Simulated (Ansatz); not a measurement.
## A convergence test on BaCu2SnS4 (P3_121): k mesh of the density

Aim: see how gap, energy and time of BaCu2SnS4 (P3_121) follow the k mesh of the density.

Method: DFT, r2SCAN, plane waves, PAW, in Ansatz 0.2.0.

### 1. Starting point

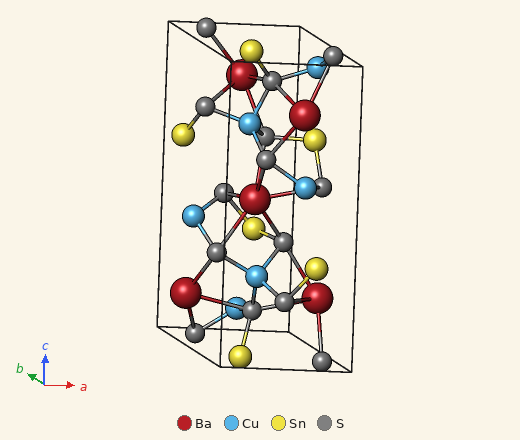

The cell as given, slightly off an axis (barium red, copper blue, tin yellow, sulfur grey). Some periodic images of atoms are drawn too.

The cell and positions are those that the Materials Project relaxed with its own functionals (PBE, PBE+U or r2SCAN), kept fixed. At the settings of the band run the largest force is still 0.18 eV/Å. Spin-orbit coupling is left out unless a step names it. The default PAW set here is soft_2. Its files were made with PBE.

### 2. k mesh of the density: 3×3×1

The input, input.yaml:

```yaml
crystal:
  lattice:
    - [6.4365004231, 0.0, 0.0]
    - [-3.2182502115, 5.5741728779, 0.0]
    - [0.0, 0.0, 15.830995]
  atoms:
    - { symbol: Ba, position: [0.426402, 0.426402, 0.5] }
    - { symbol: Ba, position: [0.0, 0.573598, 0.16666667] }
    - { symbol: Ba, position: [0.573598, 0.0, 0.83333333] }
    - { symbol: Cu, position: [0.369782, 0.43384, 0.745199] }
    - { symbol: Cu, position: [0.935942, 0.56616, 0.92146767] }
    - { symbol: Cu, position: [0.43384, 0.369782, 0.254801] }
    - { symbol: Cu, position: [0.064058, 0.630218, 0.41186567] }
    - { symbol: Cu, position: [0.56616, 0.935942, 0.07853233] }
    - { symbol: Cu, position: [0.630218, 0.064058, 0.58813433] }
    - { symbol: Sn, position: [0.704992, 0.0, 0.33333333] }
    - { symbol: Sn, position: [0.0, 0.704992, 0.66666667] }
    - { symbol: Sn, position: [0.295008, 0.295008, 0.0] }
    - { symbol: S, position: [0.765195, 0.65191, 0.335819] }
    - { symbol: S, position: [0.886715, 0.234805, 0.00248567] }
    - { symbol: S, position: [0.34809, 0.113285, 0.66915233] }
    - { symbol: S, position: [0.113285, 0.34809, 0.33084767] }
    - { symbol: S, position: [0.234805, 0.886715, 0.99751433] }
    - { symbol: S, position: [0.65191, 0.765195, 0.664181] }
    - { symbol: S, position: [0.939587, 0.440447, 0.54641] }
    - { symbol: S, position: [0.50086, 0.060413, 0.21307667] }
    - { symbol: S, position: [0.060413, 0.50086, 0.78692333] }
    - { symbol: S, position: [0.440447, 0.939587, 0.45359] }
    - { symbol: S, position: [0.49914, 0.559553, 0.12025667] }
    - { symbol: S, position: [0.559553, 0.49914, 0.87974333] }
kpoints:
  mp_grid: { grid: [3, 3, 1] }
  band_path:
    path:
      - [0.0, 0.0, 0.0]
      - [0.5, 0.0, 0.0]
      - [0.33333333, 0.33333333, 0.0]
      - [0.0, 0.0, 0.5]
      - [0.5, 0.0, 0.5]
      - [0.33333333, 0.33333333, 0.5]
      - [0.0, 0.0, 0.15]
    npoints: 1
hamiltonian:
  xc: r2scan
scf:
  occupations: { method: fixed }
  n_extra_bands: 12
output:
  eigenvalues: true
  forces: true
  stress: true
```

Launch:

```bash
> ansatz run input.yaml --threads 3 --pin off --max-ram 92160MiB --backend cuda --events-out ev --progress --plain --runs-dir out --devices 1 --max-vram 13GiB
```

Numbers of over 12 decimals in the logs are rounded to 6 here.

Output:

```text
scf.n_extra_bands = 12 over 129 filled bands (N_el = 258.0): the run solves 141 bands
GPUs: using 1 of 1 available (devices: 1).
Engine: ansatz 0.2.0, x86_64-unknown-linux-gnu
Pseudopotentials: kind: paw
Pseudopotential: Ba, paw, valence charge 10, recommended cutoff 500 eV (meta_gga), Ba.paw.azcp
Pseudopotential: Cu, paw, valence charge 19, recommended cutoff 500 eV (meta_gga), Cu.paw.azcp
Pseudopotential: Sn, paw, valence charge 14, recommended cutoff 500 eV (meta_gga), Sn.paw.azcp
Pseudopotential: S, paw, valence charge 6, recommended cutoff 500 eV (meta_gga), S.paw.azcp
Functional definition: r2SCAN
  parameter k0 = 0.174
  parameter k1 = 0.065
  parameter a1 = 4.9479
  exchange = r2scan_x(k0 = k0, k1 = k1, a1 = a1)
  correlation = r2scan_c
device memory: the entry about to start is reckoned to put 7.3 GiB on a device that reports 43.3 GiB free (of which the cap on the GPU budget leaves the run 13.0 GiB)
GPU FFT provider: cuFFT
GPU libraries: cuBLAS 13.8.2, cuFFT 12.4.0, cuSOLVER 12.3.4
Crystal: 24 atoms, lattice volume = 567.987 Å³
Basis set: ecut = 500 eV, 14439 PW (Γ), exchange–correlation on 192×192×480 points (64 copies of the dense FFT grid, shifted against one another)
Bands: 141, of which v1, the nominal top of the filled ones, is band 129 counted from 1 (128 counted from 0)
Symmetry: 6 space group operations
Space group: P3121 (ITA 152), of the structure as read, at distance tolerance 8.3e-5 Å
k-points: 3 of 9 (time reversal used)
Non-local potential: Ba, projectors of the file, l = 0: 3, l = 1: 2, l = 2: 2, l = 3: 2
Non-local potential: Cu, projectors of the file, l = 0: 3, l = 1: 2, l = 2: 3, l = 3: 1
Non-local potential: Sn, projectors of the file, l = 0: 2, l = 1: 2, l = 2: 2, l = 3: 2
Non-local potential: S, projectors of the file, l = 0: 2, l = 1: 2, l = 2: 2
PAW form: soft (Blöchl's): semilocal exchange-correlation on the pseudo side does not see the compensation charge
PAW frozen core: Ba, regenerated for the run's functional (the file was generated under x = pbe(κ = 0.804, μ = 0.219515), c = pbe(β = 0.066725))
PAW frozen core: Cu, regenerated for the run's functional (the file was generated under x = pbe(κ = 0.804, μ = 0.219515), c = pbe(β = 0.066725))
PAW frozen core: Sn, regenerated for the run's functional (the file was generated under x = pbe(κ = 0.804, μ = 0.219515), c = pbe(β = 0.066725))
PAW frozen core: S, regenerated for the run's functional (the file was generated under x = pbe(κ = 0.804, μ = 0.219515), c = pbe(β = 0.066725))
PAW one-centre angular grid: Ba, 302 points (default); XC on 160 Gauss nodes
PAW one-centre angular grid: Cu, 590 points (default); XC on 160 Gauss nodes
PAW one-centre angular grid: Sn, 590 points (default); XC on 249 of its mesh's 2787 points in the sphere
PAW one-centre angular grid: S, 302 points (default); XC on 160 Gauss nodes
Initial density: superposition of atomic densities (neutral atoms: chi_scale 0, normalization atom), corrected by the library's trained network
Initial wavefunctions: pseudopotential atomic-orbital guess
GPU buffer pool allocated for 276480 grid points (all kernels)
GPU transforms: local potential and band sums: pruned to the plane-wave sphere, on 48×48×120
Functional: x = r2scan, c = r2scan; τ floored in thin density (d = 2e-4 eV/Å³)
SCF iter   1: F=—  HF=-86689.641412 eV  |F-HF|=—  |Δ(HF+E_count)|=         —  Δρ=2.13e-2  dr2=1.71e0  dr2_τ=7.48e-2  ethr=1.77e-3  ⟨swp⟩=4.7  Hψ=1495  notcnv=0  defer=27
preconditioner: auto → Resta (q_TF=auto, 2.392 Å⁻¹)  ε∞=5.2  [insulator: Δε(μ)=0.873 eV  Ē_g=10.920 eV  n_scr=150 (ndim 8)  ℏωp=22.3 eV  f_vac=0.072  ε∞_Penn≈5.2]
SCF iter   2: F=—  HF=-86689.957821 eV  |F-HF|=—  |Δ(HF+E_count)|=   3.16e-1  Δρ=1.86e-2  dr2=1.20e0  dr2_τ=1.23e-2  ethr=6.63e-4  ⟨swp⟩=2.0  Hψ=918  notcnv=0  defer=21
SCF iter   3: F=—  HF=-86689.659813 eV  |F-HF|=—  |Δ(HF+E_count)|=   2.98e-1  Δρ=5.20e-3  dr2=1.15e-1  dr2_τ=1.05e-3  ethr=4.64e-4  ⟨swp⟩=2.0  Hψ=576  notcnv=0  defer=27
SCF iter   4: F=—  HF=-86689.641997 eV  |F-HF|=—  |Δ(HF+E_count)|=   1.78e-2  Δρ=1.20e-3  dr2=5.82e-3  dr2_τ=8.25e-5  ethr=4.46e-5  ⟨swp⟩=2.0  Hψ=678  notcnv=0  defer=28
SCF iter   5: F=—  HF=-86689.643908 eV  |F-HF|=—  |Δ(HF+E_count)|=   1.91e-3  Δρ=3.79e-4  dr2=7.64e-4  dr2_τ=2.20e-5  ethr=2.26e-6  ⟨swp⟩=2.3  Hψ=670  notcnv=0  defer=28
SCF iter   6: F=—  HF=-86689.645455 eV  |F-HF|=—  |Δ(HF+E_count)|=   1.55e-3  Δρ=2.39e-4  dr2=2.57e-4  dr2_τ=1.62e-6  ethr=2.96e-7  ⟨swp⟩=2.0  Hψ=739  notcnv=0  defer=27
SCF iter   7: F=—  HF=-86689.642441 eV  |F-HF|=—  |Δ(HF+E_count)|=   3.01e-3  Δρ=1.04e-4  dr2=5.25e-5  dr2_τ=2.60e-7  ethr=9.98e-8  ⟨swp⟩=1.0  Hψ=407  notcnv=0  defer=19
SCF iter   8: F=—  HF=-86689.643883 eV  |F-HF|=—  |Δ(HF+E_count)|=   1.44e-3  Δρ=8.25e-6  dr2=5.51e-7  dr2_τ=2.04e-8  ethr=2.03e-8  ⟨swp⟩=2.0  Hψ=654  notcnv=0  defer=16
SCF iter   9: F=-86689.643884 eV  HF=-86689.643884 eV  |F-HF|=8.45e-9  |Δ(HF+E_count)|=   1.16e-7  Δρ=1.76e-6  dr2=3.24e-8  dr2_τ=7.01e-10  ethr=3.88e-11  ⟨swp⟩=13.7  Hψ=2910  notcnv=0
SCF 1 converged in 9 iterations: F = -86689.643884 eV  dr2 = 3.24e-8
[...]
device memory: the entry about to start is reckoned to put 3.9 GiB on a device that reports 41.9 GiB free (of which the cap on the GPU budget leaves the run 13.0 GiB)
NSCF: frozen V_eff on 7 k-points
SCF converged after 9 iterations
Free energy (F): -86689.643884 eV
Harris-Foulkes:  -86689.643884 eV  (|F-HF|=8.45e-9)
Internal energy: -86689.643884 eV  (E = F + TS)
E sigma→0 (E₀):  -86689.643884 eV
Fermi energy:    7.575927 eV
--- Per-component energies (eV) ---
  E_band       = -3782.115564
  E_kinetic    = 4143.961784
  E_local      = -43277.312148  (includes V_loc(G=0)·N_el)
  E_nonlocal   = 2844.234020
  E_hartree    = 19652.808314
  E_xc         = -3188.189036
  E_vxc        = -2620.732558  (∫ρ·V_xc dr)
  E_paw        = -45681.430085  (= ΣΔE_a)
  E_vpaw       = -4323.555109  (= ΣTr[D̂ρ^β])
  E_aug_tail   = 0.000902  (compensation charges beyond the density's cutoff)
  E_vtau       = 145.675712  (kinetic-family band-sum trace: ∫τ·v_τ [+ j·A + Jᵃ·Aᵃ] dr)
  E_ewald      = -21183.010994
  E_core_change = -0.706642  (= ΣΔE_core)
  E_smearing   = -0.000000  (= −TS)
  E_closure    = -0.000000  (closes the sum)
  Σ components = -86689.643884   (vs F -86689.643884, Δ=0.00e0)
--- Forces (eV/Å), atoms counted from 1 ---
  atom   1  Ba     0.00260058     0.00450434    -0.00000000
  atom   2  Ba     0.00260058    -0.00450434     0.00000000
  atom   3  Ba    -0.00520116     0.00000000    -0.00000000
  atom   4  Cu     0.00399203     0.01596047     0.00115233
  atom   5  Cu     0.00399203    -0.01596047    -0.00115233
  atom   6  Cu     0.01182616     0.01143744    -0.00115233
  atom   7  Cu     0.01182616    -0.01143744     0.00115233
  atom   8  Cu    -0.01581819    -0.00452303     0.00115233
  atom   9  Cu    -0.01581819     0.00452303    -0.00115233
  atom  10  Sn    -0.01961923     0.00000000     0.00000000
  atom  11  Sn     0.00980962    -0.01699075    -0.00000000
  atom  12  Sn     0.00980962     0.01699075     0.00000000
  atom  13  S     -0.10177720     0.10014075    -0.01383007
  atom  14  S      0.13761304     0.03807127    -0.01383007
[...]
atom  20  S      0.11907274     0.00904088     0.14475266
  atom  21  S     -0.05170674     0.10764045    -0.14475266
  atom  22  S      0.11907274    -0.00904088    -0.14475266
  atom  23  S     -0.06736600    -0.09859958    -0.14475266
  atom  24  S     -0.05170674    -0.10764045     0.14475266
  max |Σ_I F_I| component: 5.55e-17 eV/Å
--- Stress (GPa, compression-positive) ---
       -1.452890      -0.000000      -0.000000
       -0.000000      -1.452890       0.000000
       -0.000000       0.000000      -1.403719
  P = ⅓ Tr σ = -1.4365 GPa (-14.365 kbar)
--- Band table (eV) ---
  k-point 0: bands = [... 125 lower, 7.1938, 7.3724, 7.5759, 7.5759, 8.2147, 9.1440, 9.1440, 9.7569, ... 8 higher]
  k-point 1: bands = [... 125 lower, 7.0847, 7.1288, 7.1883, 7.3151, 8.9797, 9.0556, 9.1641, 10.2175, ... 8 higher]
  k-point 2: bands = [... 125 lower, 6.8402, 7.1493, 7.1913, 7.1913, 8.7691, 9.1742, 9.1742, 10.2032, ... 8 higher]
```

Run time: 13 s. Hardware: 1 × NVIDIA H100 80GB HBM3 (shared by 6 runs) with 3 threads of AMD EPYC 7R13 (Zen 3), shared host; peak memory 1.9 GiB.

This step gave:

```
pressure             : -1.436 GPa
gap                  : 0.6287 eV
valence top at       : k = (0.000, 0.000, 0.150)
conduction bottom at : Γ
least direct gap     : 0.6388 eV
```

The gap is indirect, with the least direct gap 0.010 eV higher.

### 3. k mesh of the density: 3×3×2

input.yaml, as its differences from that of step 2:

```diff
@@ -31,3 +31,3 @@
 kpoints:
-  mp_grid: { grid: [3, 3, 1] }
+  mp_grid: { grid: [3, 3, 2] }
   band_path:
```

Output:

```text
[...]
GPUs: using 1 of 1 available (devices: 1).
[...]
GPU FFT provider: cuFFT
GPU libraries: cuBLAS 13.8.2, cuFFT 12.4.0, cuSOLVER 12.3.4
Crystal: 24 atoms, lattice volume = 567.987 Å³
Basis set: ecut = 500 eV, 14439 PW (Γ), exchange–correlation on 192×192×480 points (64 copies of the dense FFT grid, shifted against one another)
[...]
k-point 0: bands = [... 125 lower, 7.1912, 7.3691, 7.5732, 7.5732, 8.2136, 9.1428, 9.1428, 9.7565, ... 8 higher]
  k-point 1: bands = [... 125 lower, 7.4165, 7.4165, 7.4584, 7.5495, 8.7160, 8.7160, 9.2511, 9.6674, ... 8 higher]
  k-point 2: bands = [... 125 lower, 7.0815, 7.1259, 7.1850, 7.3123, 8.9785, 9.0545, 9.1629, 10.2170, ... 8 higher]
  k-point 5: bands = [... 125 lower, 6.9033, 7.0924, 7.2083, 7.2083, 8.8969, 8.8969, 9.3148, 10.1099, ... 8 higher]
[key lines of the parts left out:]
SCF converged after 9 iterations
Free energy (F): -86689.669936 eV
Fermi energy:    7.573170 eV
P = ⅓ Tr σ = -1.4356 GPa (-14.356 kbar)
```

Elapsed: 15 s, on 1 × NVIDIA H100 80GB HBM3 (shared by 6 runs) with 3 threads; peak memory 1.9 GiB.

This step gave:

- pressure: -1.436 GPa
- gap: 0.6303 eV
- valence top at: k = (0.000, 0.000, 0.150)
- conduction bottom at: Γ
- least direct gap: 0.6404 eV

The gap is 0.630 eV, +0.002 eV from the run before at this level.

### 4. k mesh of the density: 6×6×2 (the default)

input.yaml, as its differences from that of step 3:

```diff
@@ -31,13 +31,9 @@
 kpoints:
-  mp_grid: { grid: [3, 3, 2] }
+  mp_grid: { grid: [6, 6, 2] }
   band_path:
     path:
-      - [0.0, 0.0, 0.0]
-      - [0.5, 0.0, 0.0]
-      - [0.33333333, 0.33333333, 0.0]
-      - [0.0, 0.0, 0.5]
-      - [0.5, 0.0, 0.5]
-      - [0.33333333, 0.33333333, 0.5]
-      - [0.0, 0.0, 0.15]
-    npoints: 1
+      - [[0.0, 0.0, 0.0], [0.5, 0.0, 0.0], [0.33333333, 0.33333333, 0.0], [0.0, 0.0, 0.0], [0.0, 0.0, 0.5], [0.5, 0.0, 0.5], [0.33333333, 0.33333333, 0.5], [0.0, 0.0, 0.5]]
+      - [[0.5, 0.0, 0.5], [0.5, 0.0, 0.0]]
+      - [[0.33333333, 0.33333333, 0.5], [0.33333333, 0.33333333, 0.0]]
+    npoints: 10
 hamiltonian:
@@ -45,3 +41,3 @@
 scf:
-  occupations: { method: fixed }
+  occupations: { method: fermi_dirac, width: 0.02 }
   n_extra_bands: 12
@@ -51 +47,5 @@
   stress: true
+  write_density: true
+  write_potential: true
+  elf: true
+  volumetric_format: npy
```

Output:

```text
[...]
GPUs: using 1 of 1 available (devices: 1).
[...]
GPU FFT provider: cuFFT
GPU libraries: cuBLAS 13.8.2, cuFFT 12.4.0, cuSOLVER 12.3.4
Crystal: 24 atoms, lattice volume = 567.987 Å³
Basis set: ecut = 500 eV, 14439 PW (Γ), exchange–correlation on 192×192×480 points (64 copies of the dense FFT grid, shifted against one another)
[...]
k-point 0: bands = [... 125 lower, 7.1892, 7.3675, 7.5711, 7.5711, 8.2130, 9.1421, 9.1421, 9.7562, ... 8 higher]
  k-point 1: bands = [... 125 lower, 7.4145, 7.4145, 7.4563, 7.5475, 8.7153, 8.7153, 9.2505, 9.6671, ... 8 higher]
  k-point 2: bands = [... 125 lower, 7.1769, 7.2175, 7.3119, 7.4761, 8.6962, 9.1176, 9.1436, 9.9019, ... 8 higher]
  k-point 13: bands = [... 125 lower, 6.9014, 7.0905, 7.2064, 7.2064, 8.8963, 8.8963, 9.3142, 10.1095, ... 8 higher]
[key lines of the parts left out:]
SCF converged after 9 iterations
Free energy (F): -86689.690630 eV
Fermi energy:    7.900688 eV
P = ⅓ Tr σ = -1.4295 GPa (-14.295 kbar)
```

Run time: 52 s. Hardware: 1 × NVIDIA H100 80GB HBM3 (shared by 6 runs) with 3 threads; peak memory 2.4 GiB; 1.8 min of CPU time.

This step gave:

```
pressure             : -1.429 GPa
gap                  : 0.6317 eV
valence top at       : k = (0.000, 0.000, 0.150)
conduction bottom at : Γ
least direct gap     : 0.6419 eV
```

The gap is 0.632 eV, +0.001 eV from the run before at this level.

### 5. The series

Differences are against the last row; a negative gap means that bands overlap, and a run with a band path holds that path's time. Times are wall times on 1 × NVIDIA H100 80GB HBM3 (shared by 6 runs) with 3 threads of AMD EPYC 7R13 (Zen 3), shared host, good to a factor of about two.

| k mesh of the density | gap (eV) | direct gap (eV) | gap error (eV) | energy error (meV/atom) | irreducible k | time |
| --- | --- | --- | --- | --- | --- | --- |
| 3×3×1 | 0.629 | 0.639 | −0.003 | +1.9 | 3 | 13 s |
| 3×3×2 | 0.630 | 0.640 | −0.001 | +0.9 | 6 | 15 s |
| 6×6×2 | 0.632 | 0.642 | +0.000 | +0.0 | 14 | 52 s |

### 6. Results

```
3×3×1 : 0.629 eV
3×3×2 : 0.630 eV
6×6×2 : 0.632 eV
```

**Reading.** The gap holds to 0.02 eV from 3×3×1 on, the cheapest setting tried. At 3×3×1 the gap is off by −0.003 eV and the energy by +2 meV/atom. The gap is read over the mesh and added points near the edges, so meshes differ mainly through the density and, for a hybrid, the exchange operator. The runs have no spin polarisation. For a closed low-spin shell that is the natural state; where a d or f shell is open it is a constraint, and the gap is then not the crystal's own.

[Paths, hosts, dates, memory and timing lines, banners, echoed tables and standing remarks are left out of the program output.]

[Logs are printed without paths, hosts, clocks, repeated set-up lines and the standing remarks that a program may print on its own settings, such as how far it seeks lower states.]

[Runs of the session that timed out or met a known fault of the program may be left out.]

[Cells called generated may have been cut or substituted from an entry of the Crystallography Open Database or the Materials Project.]

[Hosts, paths, dates, database ids (printed as entryN), source tags and the programs' standing remarks are cut or masked in the printed files.]
